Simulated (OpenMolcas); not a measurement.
# One shape, several levels: doublet C4H11P+

We compute a comparison of 6 runs (UBHLYP/6-31G*, UBLYP/6-31G*, UM06-L/6-31G*, UPBE/6-31G*, UPBE0/6-31G*, ROMP2/6-31G*) of doublet C4H11P+. 

The results are computed with OpenMolcas 26.06.

1 further run of the same task is left out (set aside as unsound or not needed).

### Step 1. The structure to begin with

C4H11P+ has 16 atoms, charge +1, and is taken as a doublet. SMILES of the parent species: `CC(C)(C)P`. The coordinates come from a PBE0-D4/def2-TZVP relaxation. This is one conformer, not always the lowest. That shape belongs to the parent species and isn't relaxed for this state.

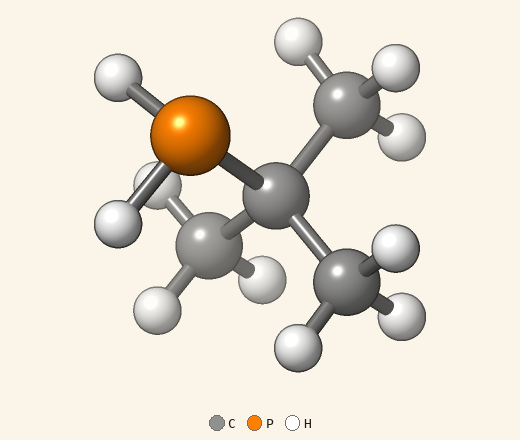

Viewed from a chosen angle; carbon grey, phosphorus orange, hydrogen white.

### Step 2. The energy at UBHLYP/6-31G(d) (spherical functions) (run 1)

Contents of mol.xyz:

```xyz
16

C     -0.741780     0.582300    -1.051100
C      0.035910    -0.030370     0.105610
C      1.479480     0.466250     0.087120
C      0.012170    -1.553500     0.003740
P     -0.680560     0.421300     1.774860
H     -0.742250     1.673450    -0.997130
H     -0.290390     0.293200    -2.007510
H     -1.780850     0.244920    -1.055490
H      2.060940     0.041070     0.909040
H      1.529020     1.555730     0.165270
H      1.962690     0.177600    -0.852030
H     -1.010560    -1.939840     0.019660
H      0.562950    -2.019500     0.824670
H      0.474130    -1.873090    -0.936090
H     -0.829160     1.815640     1.538880
H     -2.041750     0.144830     1.470480
```

Contents of job.input:

```
>>> EXPORT MOLCAS_PRINT=2

&GATEWAY
  BASLIB
  $CurrDir
  COORD
  mol.xyz
  BASIS
  6-31Gs
  GROUP
  NoSym

&SEWARD
  GRIDINPUT
  Grid=UltraFine
  End of Grid

&SCF
  UHF
  CHARGE
  1
  SPIN
  2
  KSDFT
  HYB_GGA_XC_BHANDHLYP
  THRESHOLDS
  1e-10 1e-07 1e-07 1e-05
  PRORBITALS
  1 1
```

The basis set 6-31G* is read from a file made from the Basis Set Exchange's data (not shown).

Run with:

```bash
$ export MOLCAS_MEM=1860
$ pymolcas job.input > job.log
```

Output:

```text
--- Start Module: gateway ---
[...]
--- Stop Module: gateway /rc=_RC_ALL_IS_WELL_ ---
--- Start Module: seward ---
[...]
      Basis functions           96
--- Stop Module: seward /rc=_RC_ALL_IS_WELL_ ---
[...]
--- Start Module: scf ---
[...]
       Convergence after  20 Iterations
[...]
::    Total KS-DFT energy                            -499.9255019458
[...]
      Total spin, S                                     0.5021839912
[...]
      Total electronic charge=   49.000000
      Total            charge=    1.000000
[...]
      Dipole Moment (debye):
      Origin of the operator (angstrom)=   -0.1305    0.0748    0.4862
                   X= -1.3483E+00               Y=  9.0243E-01               Z=  1.8622E+00           Total=  2.4698E+00
      Center of Charge (angstrom)
[...]
--- Stop Module: scf /rc=_RC_ALL_IS_WELL_ ---
[...]
```

Run time: 1.9 min. Hardware: 1 thread of Arm Neoverse V2, shared host; peak memory 0.53 GiB.

### Step 3. The energy at UBLYP/6-31G(d) (spherical functions) (run 2)

Contents of coord.xyz:

```xyz
16

C     -0.741780     0.582300    -1.051100
C      0.035910    -0.030370     0.105610
C      1.479480     0.466250     0.087120
C      0.012170    -1.553500     0.003740
P     -0.680560     0.421300     1.774860
H     -0.742250     1.673450    -0.997130
H     -0.290390     0.293200    -2.007510
H     -1.780850     0.244920    -1.055490
H      2.060940     0.041070     0.909040
H      1.529020     1.555730     0.165270
H      1.962690     0.177600    -0.852030
H     -1.010560    -1.939840     0.019660
H      0.562950    -2.019500     0.824670
H      0.474130    -1.873090    -0.936090
H     -0.829160     1.815640     1.538880
H     -2.041750     0.144830     1.470480
```

Contents of mol.input:

```
&gateway
  baslib=$CurrDir
  coord=coord.xyz
  basis=6-31Gs
  group=NoSym

&seward
  gridinput
  Grid=UltraFine
  End of Grid

&scf
  uhf
  charge=1
  spin=2
  ksdft=BLYP
  thresholds=1e-10 1e-07 1e-07 1e-05
  prorbitals=1 1
```

The basis set 6-31G* is read from a file made from the Basis Set Exchange's data (not shown).

Run with:

```bash
$ export MOLCAS_MEM=1860
$ pymolcas mol.input > mol.log
```

Output:

```text
--- Start Module: gateway ---
[...]
--- Stop Module: gateway /rc=_RC_ALL_IS_WELL_ ---
--- Start Module: seward ---
[...]
      Basis functions           96
--- Stop Module: seward /rc=_RC_ALL_IS_WELL_ ---
[...]
--- Start Module: scf ---
[...]
       Convergence after  25 Iterations
[...]
::    Total KS-DFT energy                            -499.9177042244
[...]
      Total spin, S                                     0.5008992327
[...]
      Total electronic charge=   49.000000
      Total            charge=    1.000000
[...]
      Dipole Moment (debye):
      Origin of the operator (angstrom)=   -0.1305    0.0748    0.4862
                   X= -1.1520E+00               Y=  7.9814E-01               Z=  9.2977E-01           Total=  1.6819E+00
      Center of Charge (angstrom)
[...]
--- Stop Module: scf /rc=_RC_ALL_IS_WELL_ ---
[...]
```

Run time: 2.3 min. Hardware: 1 thread of Arm Neoverse V2, shared host; peak memory 0.53 GiB.

Runs 3 to 4 aren't shown in full; the table further down has their settings and results.

### Step 4. The energy at UPBE0/6-31G(d) (spherical functions) (run 5)

Contents of geom.xyz:

```xyz
16

C     -0.741780     0.582300    -1.051100
C      0.035910    -0.030370     0.105610
C      1.479480     0.466250     0.087120
C      0.012170    -1.553500     0.003740
P     -0.680560     0.421300     1.774860
H     -0.742250     1.673450    -0.997130
H     -0.290390     0.293200    -2.007510
H     -1.780850     0.244920    -1.055490
H      2.060940     0.041070     0.909040
H      1.529020     1.555730     0.165270
H      1.962690     0.177600    -0.852030
H     -1.010560    -1.939840     0.019660
H      0.562950    -2.019500     0.824670
H      0.474130    -1.873090    -0.936090
H     -0.829160     1.815640     1.538880
H     -2.041750     0.144830     1.470480
```

Contents of test.input:

```
&GATEWAY
  BasLib=$CurrDir
  Coord=geom.xyz
  Basis=6-31Gs
  Group=NoSym

&SEWARD
  GridInput
  Grid=UltraFine
  End of Grid

&SCF
  UHF
  Charge=1
  Spin=2
  KSDFT=PBE0
  Thresholds=1e-10 1e-07 1e-07 1e-05
  PrOrbitals=1 1
```

The basis set 6-31G* is read from a file made from the Basis Set Exchange's data (not shown).

Run with:

```bash
$ export MOLCAS_MEM=1860
$ pymolcas test.input > test.log
```

Output:

```text
--- Start Module: gateway ---
[...]
--- Stop Module: gateway /rc=_RC_ALL_IS_WELL_ ---
--- Start Module: seward ---
[...]
      Basis functions           96
--- Stop Module: seward /rc=_RC_ALL_IS_WELL_ ---
[...]
--- Start Module: scf ---
[...]
       Convergence after  23 Iterations
[...]
::    Total KS-DFT energy                            -499.7078722757
[...]
      Total spin, S                                     0.5016925810
[...]
      Total electronic charge=   49.000000
      Total            charge=    1.000000
[...]
      Dipole Moment (debye):
      Origin of the operator (angstrom)=   -0.1305    0.0748    0.4862
                   X= -1.3194E+00               Y=  8.9743E-01               Z=  1.4721E+00           Total=  2.1710E+00
      Center of Charge (angstrom)
[...]
--- Stop Module: scf /rc=_RC_ALL_IS_WELL_ ---
[...]
```

Wall time 2.1 min (1 thread of Arm Neoverse V2, shared host); peak memory 0.53 GiB.

### Step 5. The energy at ROMP2/6-31G(d) (spherical functions) (run 6)

Contents of input.xyz:

```xyz
16

C     -0.741780     0.582300    -1.051100
C      0.035910    -0.030370     0.105610
C      1.479480     0.466250     0.087120
C      0.012170    -1.553500     0.003740
P     -0.680560     0.421300     1.774860
H     -0.742250     1.673450    -0.997130
H     -0.290390     0.293200    -2.007510
H     -1.780850     0.244920    -1.055490
H      2.060940     0.041070     0.909040
H      1.529020     1.555730     0.165270
H      1.962690     0.177600    -0.852030
H     -1.010560    -1.939840     0.019660
H      0.562950    -2.019500     0.824670
H      0.474130    -1.873090    -0.936090
H     -0.829160     1.815640     1.538880
H     -2.041750     0.144830     1.470480
```

Contents of calc.input:

```
>>> EXPORT MOLCAS_PRINT=2

&gateway
 baslib=$CurrDir
 coord=input.xyz
 basis=6-31Gs
 group=NoSym

&seward

&scf
 uhf
 charge=1
 spin=2
 thresholds=1e-10 1e-07 1e-07 1e-05
 prorbitals=1 2

&rasscf
 fileorb=$Project.UnaOrb
 spin=2
 nactel=1 0 0
 inactive=24
 ras2=1
 outorbitals=Canonical
 orblisting=Nothing

&caspt2
 ipea=0.0
 frozen=9
```

The basis set 6-31G* is read from a file made from the Basis Set Exchange's data (not shown).

Run with:

```bash
$ export MOLCAS_MEM=1860
$ pymolcas calc.input > calc.log
```

Output:

```text
--- Start Module: gateway ---
[...]
--- Stop Module: gateway /rc=_RC_ALL_IS_WELL_ ---
[...]
      Basis functions           96
[...]
       Convergence after  22 Iterations
[...]
::    Total SCF energy                               -498.2773521454
[...]
      Total spin, S                                     0.5033398785
[...]
--- Start Module: rasscf ---
[...]
      Number of active orbitals                  1
[...]
      Spin quantum number                      0.5
[...]
      Active orbitals                            1
[...]
      Number of CSFs                             1
[...]
      Number of root(s) required                 1
[...]
      Convergence after 11 iterations
[...]
      printout of CI-coefficients larger than  0.05 for root  1
      energy=    -498.274995
      conf/sym  1     Coeff  Weight
             1  u   1.00000 1.00000
      Natural orbitals and occupation numbers for root  1
      sym 1:   1.000000
      ************************************************************************************************************************
      *                                                    Final results                                                     *
[...]
::    RASSCF root number  1 Total energy:   -498.27499489
[...]
      Total electronic charge=   49.000000
      Total            charge=    1.000000
[...]
      Dipole Moment (debye):
      Origin of the operator (angstrom)=   -0.1305    0.0748    0.4862
                   X= -1.4065E+00               Y=  9.1338E-01               Z=  2.6250E+00           Total=  3.1150E+00
      Center of Charge (angstrom)
[...]
--- Stop Module: rasscf /rc=_RC_ALL_IS_WELL_ ---
[...]
--- Start Module: caspt2 ---
[...]
 ###    WARNING: User changed nr of frozen orbitals.                         ###
 ###############################################################################
[...]
      E2 (Variational):          -0.6191181606
      Total energy:            -498.8941130541
[...]
      Reference weight:           0.81587
[...]
::    CASPT2 Root  1     Total energy:   -498.89411305
[...]
--- Stop Module: caspt2 /rc=_RC_ALL_IS_WELL_ ---
[...]
```

Wall time 18 s (1 thread of Arm Neoverse V2, shared host); peak memory 0.53 GiB.

### Step 6. The series

| run | level | integration grid | frozen core orbitals | energy (Eh) | HOMO energy (eV) | LUMO energy (eV) | ⟨S²⟩ | wall time |
| --- | --- | --- | --- | --- | --- | --- | --- | --- |
| 1 | UBHLYP/6-31G* (spherical functions) | UltraFine | – | -499.925502 | -15.53 | -10.22 | 0.754 | 1.9 min |
| 2 | UBLYP/6-31G* (spherical functions) | UltraFine | – | -499.917704 | -12.87 | -11.89 | 0.752 | 2.3 min |
| 3 | UM06-L/6-31G* (spherical functions) | UltraFine | – | -500.005183 | -13.28 | -11.97 | 0.754 | 3.2 min |
| 4 | UPBE/6-31G* (spherical functions) | UltraFine | – | -499.641257 | -12.98 | -11.95 | 0.752 | 2.2 min |
| 5 | UPBE0/6-31G* (spherical functions) | UltraFine | – | -499.707872 | -14.30 | -11.12 | 0.753 | 2.1 min |
| 6 | ROMP2/6-31G* (spherical functions) | – | 9 | -498.894113 | – | – | – | 18 s |

### Step 7. Results

| quantity | value |
| --- | --- |
| run 6: total energy | -498.89411 Eh |

What this shows: Totals of different functionals can't be ranked against each other. All runs together took 12 min, the longest 3.2 min.
